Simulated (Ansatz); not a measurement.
# C2H2Cu (charge +1): what the fields show

The calculation's input:

```
crystal:
  periodic: [false, false, false]
  atoms:
    - {symbol: Cu, position_ang: [-0.026481, -0.194259, -1.643212]}
    - {symbol: C, position_ang: [0.088125, 0.637384, 0.245996]}
    - {symbol: C, position_ang: [-0.077866, -0.562187, 0.390480]}
    - {symbol: H, position_ang: [0.235209, 1.700582, 0.305720]}
    - {symbol: H, position_ang: [-0.218987, -1.581619, 0.701017]}
basis:
  gaussian: {orbitals: "def2-TZVPPD.json"}
total_charge: 1
hamiltonian: {xc: pbe0, dispersion: d4}
output: {orbitals: {seedname: orbitals}}
```

Command:

```sh
ansatz run in.yaml --threads 2 --pin off --events-out ev --progress --plain --max-ram 5222MiB
```

Geometry: PBE0-D4/def2-TZVP.

Computed with RKS PBE0-D4/def2-TZVPPD (Ansatz 0.2.0).

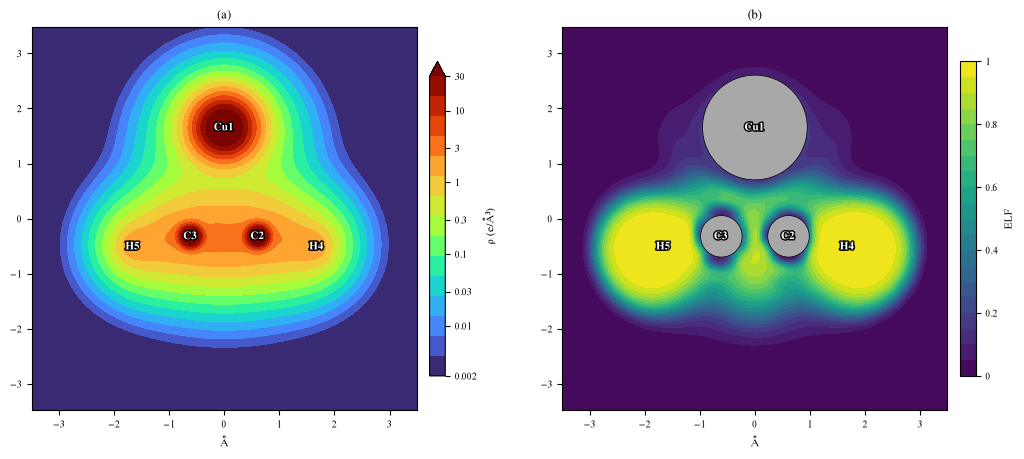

Figure 1. (a) total electron density; (b) ELF on the molecular plane. Grey discs cover the atomic cores in the ELF map.

Interpret the plot.

- The section cuts through Cu, C and H sites.
- C–C (1.22 Å): ρ is about 2.8 e/Å³ halfway; the ELF peaks at about 0.85 between the atoms; a short, multiple covalent bond.
- C–Cu (2.07 Å): the density is about 0.55 e/Å³ at the midpoint; the ELF peaks at about 0.70 in the valence shell of C, 0.6 Å from its nucleus, and is about 0.25 at the midpoint.
- C–H (1.07 Å): ρ at the midpoint is about 2.2 e/Å³; the ELF climbs to about 1 towards the hydrogen, as it does in any bond to H; a covalent bond by its length.

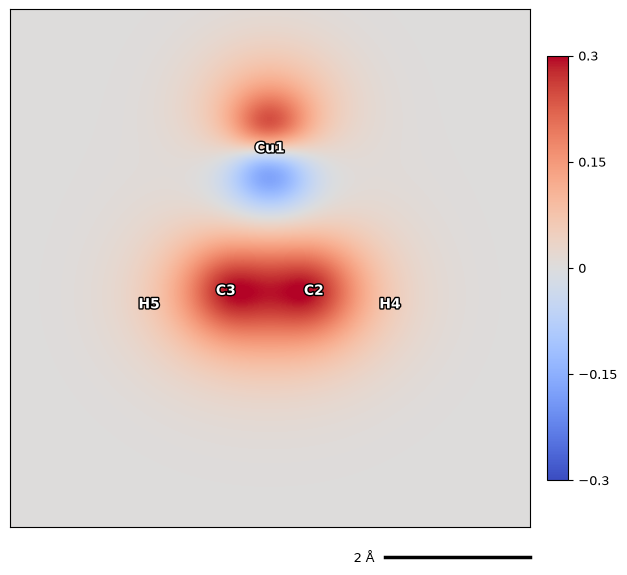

Figure 2. The HOMO on a plane 0.8 Å above the molecular plane (values in Å⁻³ᐟ²; the overall sign is arbitrary).

Where does this orbital lie, and at what energy?

Its weight (Hirshfeld) is mainly on Cu1 (about 55 %), C2 (about 20 %) and C3 (about 20 %). Its energy is −14.16 eV.

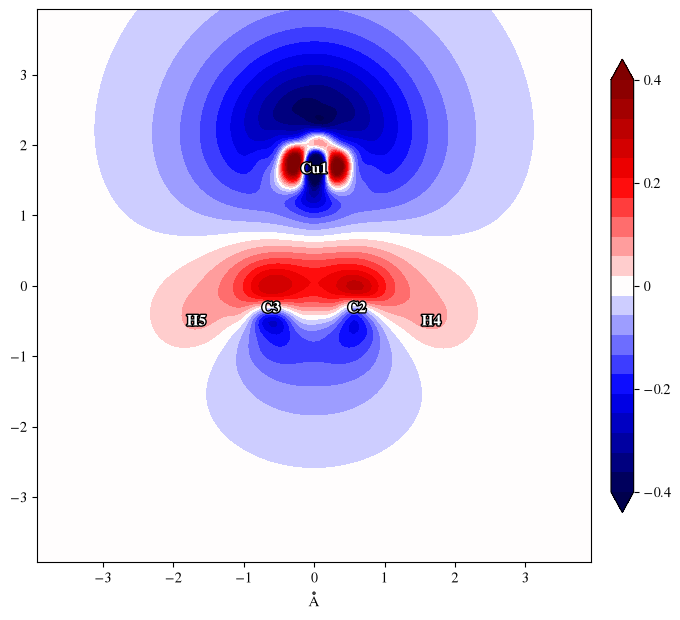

Figure 3. The LUMO on the molecular plane (values in Å⁻³ᐟ²; the overall sign is arbitrary).

Describe this orbital and give its energy.

By Hirshfeld shares it lies mainly on Cu1 (about 90 %). Its energy is −7.89 eV.
